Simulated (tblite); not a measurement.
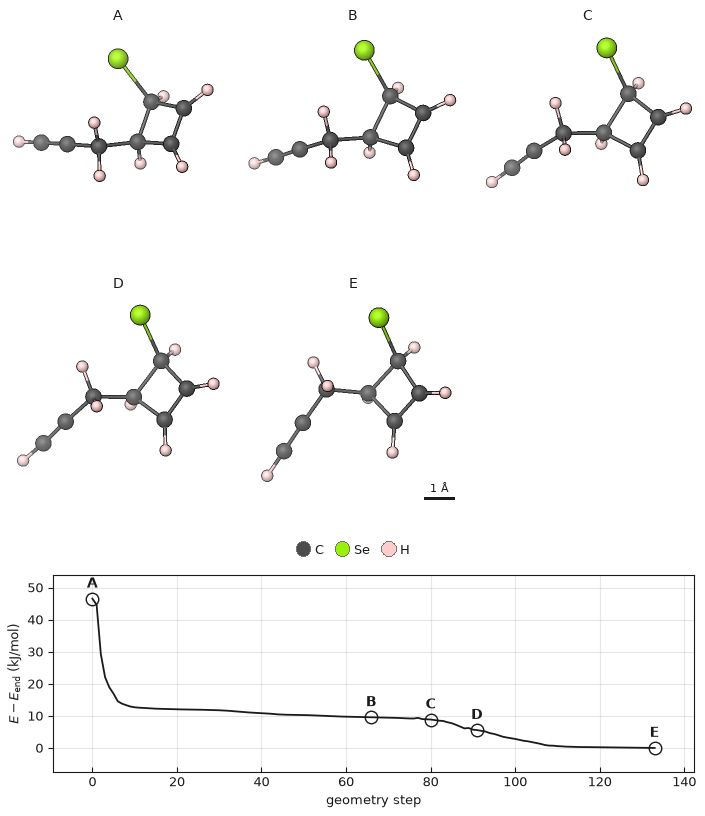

Frames of a relaxation of C7H7Se (charge −1), marked on the history of the run. Style: ball-and-stick. Shown from a free direction.

These are results of GFN2-xTB geometry optimisation, gas phase in tblite 0.8.0, not measurements. 

Describe the path.

The atom that moves furthest after the best rigid fit is an H atom (2.54 Å). By element the largest moves are H 2.54 Å, C 1.54 Å, Se 1.36 Å. Among the contacts that change: C–C 1.473 → 1.559 Å, C–C 1.459 → 1.505 Å, C–H 1.133 → 1.098 Å, C–C 1.222 → 1.198 Å. Bond angles that change, for instance: C–C–Se 111.2° → 116.9°, Se–C–H 110.3° → 106.0°, H–C–H 111.3° → 107.4°. Groups turn about C–C by about 105°. The energy falls by 46.5 kJ/mol in 133 geometry steps. The run took 3 s on 1 thread of Intel(R) Xeon(R) Processor @ 2.50GHz, with other jobs on the host. From step 0 to 66: an H atom moves most (0.74 Å), energy −37.0 kJ/mol. From step 66 to 80: an H atom moves most (0.67 Å), energy −0.71 kJ/mol. From step 80 to 91: an H atom moves most (0.46 Å), energy −3.29 kJ/mol. From step 91 to 133: an H atom moves most (0.77 Å), energy −5.57 kJ/mol.

```json
{"step": "0", "E − E(0), kJ/mol": "0.00"}
{"step": "1", "E − E(0), kJ/mol": "-1.93"}
{"step": "2", "E − E(0), kJ/mol": "-17.32"}
{"step": "3", "E − E(0), kJ/mol": "-24.48"}
{"step": "4", "E − E(0), kJ/mol": "-27.64"}
{"step": "5", "E − E(0), kJ/mol": "-29.62"}
{"step": "6", "E − E(0), kJ/mol": "-31.99"}
{"step": "7", "E − E(0), kJ/mol": "-32.73"}
{"step": "8", "E − E(0), kJ/mol": "-33.21"}
{"step": "9", "E − E(0), kJ/mol": "-33.63"}
{"step": "10", "E − E(0), kJ/mol": "-33.87"}
{"step": "16", "E − E(0), kJ/mol": "-34.33"}
{"step": "23", "E − E(0), kJ/mol": "-34.56"}
{"step": "29", "E − E(0), kJ/mol": "-34.75"}
{"step": "36", "E − E(0), kJ/mol": "-35.39"}
{"step": "42", "E − E(0), kJ/mol": "-35.86"}
{"step": "49", "E − E(0), kJ/mol": "-36.26"}
{"step": "55", "E − E(0), kJ/mol": "-36.54"}
{"step": "62", "E − E(0), kJ/mol": "-36.84"}
{"step": "68", "E − E(0), kJ/mol": "-37.04"}
{"step": "75", "E − E(0), kJ/mol": "-37.35"}
{"step": "81", "E − E(0), kJ/mol": "-37.86"}
{"step": "88", "E − E(0), kJ/mol": "-40.44"}
{"step": "94", "E − E(0), kJ/mol": "-41.91"}
{"step": "101", "E − E(0), kJ/mol": "-44.01"}
{"step": "107", "E − E(0), kJ/mol": "-45.61"}
{"step": "114", "E − E(0), kJ/mol": "-46.22"}
{"step": "120", "E − E(0), kJ/mol": "-46.31"}
{"step": "127", "E − E(0), kJ/mol": "-46.47"}
{"step": "133", "E − E(0), kJ/mol": "-46.54"}
```
